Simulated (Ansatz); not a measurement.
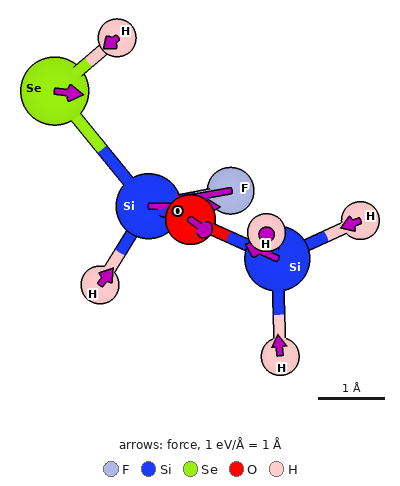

Starting geometry of Si2H5SeOF with the computed forces as purple arrows. Style: ball-and-stick. Shown from a free direction.

The start comes from PBE-D4/def2-SVP.

Computed with RKS PBE0-D4/def2-TZVP in Ansatz.

The input:
```yaml
crystal:
  periodic: [false, false, false]
  atoms:
    - {symbol: F, position_ang: [-1.787156, 0.724302, -1.010495]}
    - {symbol: Si, position_ang: [-1.146073, 0.566152, 0.487438]}
    - {symbol: Se, position_ang: [-0.836804, 2.581841, 1.495651]}
    - {symbol: O, position_ang: [0.307483, -0.204236, 0.310677]}
    - {symbol: Si, position_ang: [1.139533, -1.341144, -0.609896]}
    - {symbol: H, position_ang: [-2.115563, -0.219949, 1.309379]}
    - {symbol: H, position_ang: [0.339925, 2.864255, 0.633947]}
    - {symbol: H, position_ang: [1.052937, -0.995892, -2.069882]}
    - {symbol: H, position_ang: [0.558623, -2.709590, -0.381474]}
    - {symbol: H, position_ang: [2.570295, -1.316939, -0.162443]}
basis:
  gaussian: {orbitals: def2-TZVP}
hamiltonian: {xc: pbe0, dispersion: d4}
relax: {f_tol: 0.005, max_steps: 150}
```

Run as
```bash
ansatz run in.yaml --threads 4 --pin off --events-out ev --progress --plain --max-ram 10444MiB
```

Q: Is this structure relaxed? If not, where do the atoms go?

A: It isn't relaxed: the largest force vector, on F1, is 1.32 eV/Å. The final displacements have little in common with the starting forces (cosine between the two patterns 0.27). After 55 accepted moves (66 points after the start) the energy has fallen by 3.09 kcal/mol. Largest force component: 1.2 eV/Å at the start, 0.00079 eV/Å at the end. The line search rejected the trial steps at points 13, 16, 17, 22, 23, 26, 27, 30 and more of the run. The forces were under the threshold at step 19, but the run went on from there. H8 moves most after the best rigid fit: 1.36 Å. By element the largest moves are H 1.36 Å, O 0.98 Å, Se 0.95 Å, F 0.84 Å, Si 0.21 Å. Near-neighbour distances that change, for instance: F1–Si2 1.637 → 1.589 Å, Si2–O4 1.655 → 1.615 Å, O4–Si5 1.683 → 1.645 Å, Si2–H6 1.494 → 1.474 Å. Among the angles between lasting bonds that change: O4–Si5–H10 107.3° → 109.9°, Se3–Si2–O4 109.9° → 112.5°, O4–Si5–H9 109.9° → 107.4°. Groups turn about Si2–O4 by about 160°, O4–Si5 by about 105°.
